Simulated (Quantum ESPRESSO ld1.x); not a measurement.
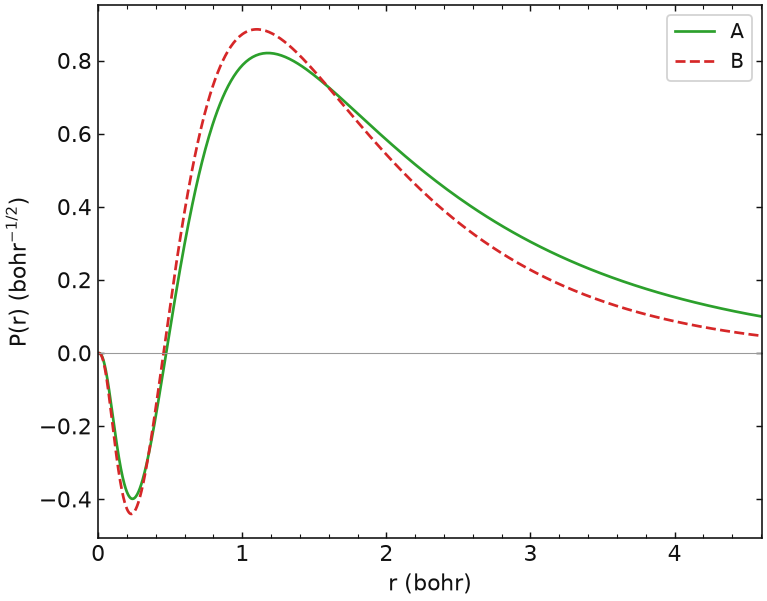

Two nuclei with the same 44 electrons, [Kr] 4d8, were computed: Z = 44.6 with 44 electrons; Z = 45.6 with 44 electrons. Computed with Quantum ESPRESSO ld1.x 7.5: scalar-relativistic Kohn-Sham, BLYP, spin-unpolarised, spherical densities, point nucleus.

The plot shows P(r) = r R(r) of the 4d orbital in both runs (large components where relativistic).

Assign A and B.

Answer. A is Z = 44.6 with 44 electrons (⟨r⟩ = 1.65 bohr, eigenvalue −8.91 eV); B is Z = 45.6 with 44 electrons (⟨r⟩ = 1.44 bohr, eigenvalue −21.4 eV). The larger nuclear charge pulls the orbital in.
